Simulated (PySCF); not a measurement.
```json
{"atom": "F", "x (Å)": "-0.8556", "y (Å)": "1.8310", "z (Å)": "-0.6660"}
{"atom": "C", "x (Å)": "-1.7584", "y (Å)": "0.8390", "z (Å)": "-0.3970"}
{"atom": "F", "x (Å)": "-1.7053", "y (Å)": "-0.0018", "z (Å)": "-1.4744"}
{"atom": "Si", "x (Å)": "-1.2351", "y (Å)": "-0.1120", "z (Å)": "1.2112"}
{"atom": "Si", "x (Å)": "0.8539", "y (Å)": "-1.0060", "z (Å)": "0.7399"}
{"atom": "Si", "x (Å)": "2.0217", "y (Å)": "-0.0083", "z (Å)": "-1.0072"}
{"atom": "H", "x (Å)": "-2.7520", "y (Å)": "1.3043", "z (Å)": "-0.4073"}
{"atom": "H", "x (Å)": "-1.3406", "y (Å)": "0.9384", "z (Å)": "2.2303"}
{"atom": "H", "x (Å)": "-2.3836", "y (Å)": "-0.9989", "z (Å)": "1.4304"}
{"atom": "H", "x (Å)": "1.6060", "y (Å)": "-0.9692", "z (Å)": "2.0084"}
{"atom": "H", "x (Å)": "0.6570", "y (Å)": "-2.4495", "z (Å)": "0.5100"}
{"atom": "H", "x (Å)": "3.3615", "y (Å)": "-0.5929", "z (Å)": "-1.1392"}
{"atom": "H", "x (Å)": "2.1948", "y (Å)": "1.4264", "z (Å)": "-0.7777"}
{"atom": "H", "x (Å)": "1.3350", "y (Å)": "-0.2008", "z (Å)": "-2.2833"}
```

Geometry: GFN2-xTB.

All numbers below come from PBE0/pcSseg-1, SCF density, gas phase, non-relativistic (PySCF).

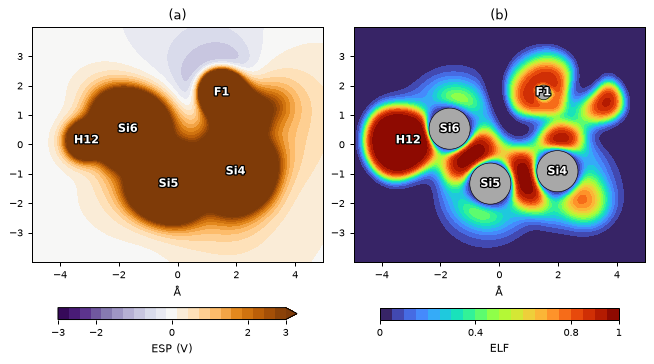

CH8F2Si3. (a) molecular electrostatic potential; (b) electron localisation function on the plane of atoms Si4, Si5 and Si6. Grey discs cover the atomic cores in the ELF map.

### What does the map show?

The section cuts through F, Si and H sites. Si–Si (2.32 Å): the ELF peaks at about 1 between the atoms; a shared electron pair. Si–H (1.47 Å): the ELF climbs to about 1 towards the hydrogen, as it does in any bond to H. The ELF also peaks beside F1, away from the bonds: lone-pair regions. Outside the dense part of the molecule the potential is most negative (−0.9 V) near F1.
